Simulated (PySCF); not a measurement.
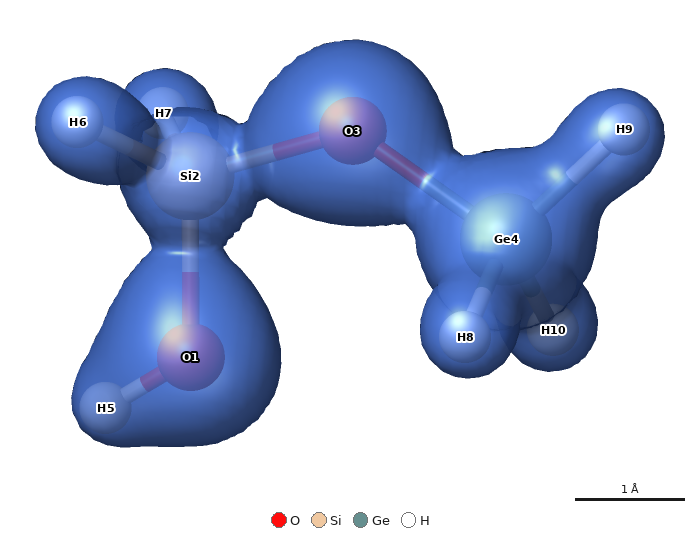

Figure. GeH₆O₂Si. Isosurface of the electron density at 0.6 e/Å³ (blue), seen at a tilt.

Geometry: PBE0-D3(BJ)/def2-SVP.

All numbers below come from B3LYP/def2-SVPD, SCF density, gas phase (PySCF).

```xyz
10

O     1.1533   -1.1153    0.4475
Si    1.3051    0.4699   -0.0420
O    -0.1959    0.9136   -0.5382
Ge   -1.7328    0.0038   -0.5934
H     1.9204   -1.5849    0.7828
H     2.2784    0.5918   -1.1686
H     1.7528    1.3397    1.0869
H    -1.5675   -1.2025   -1.5321
H    -2.7572    1.0046   -1.1475
H    -2.1052   -0.4413    0.8304
```

What does this surface tell about the bonding?

Answer. At this value the surface is in one piece. It bridges the sampled Si–O (1.64 Å), Ge–O (1.79 Å), O–H (0.96 Å) and Si–H (1.49 Å) contacts, where the density stays above the isovalue. On the grid the lowest density along these lines, outside the cores, is 0.94 e/Å³ (Si–O, 1.64 Å), 0.88 e/Å³ (Ge–O, 1.79 Å), 2.4 e/Å³ (O–H, 0.96 Å) and 0.78 e/Å³ (Si–H, 1.49 Å).
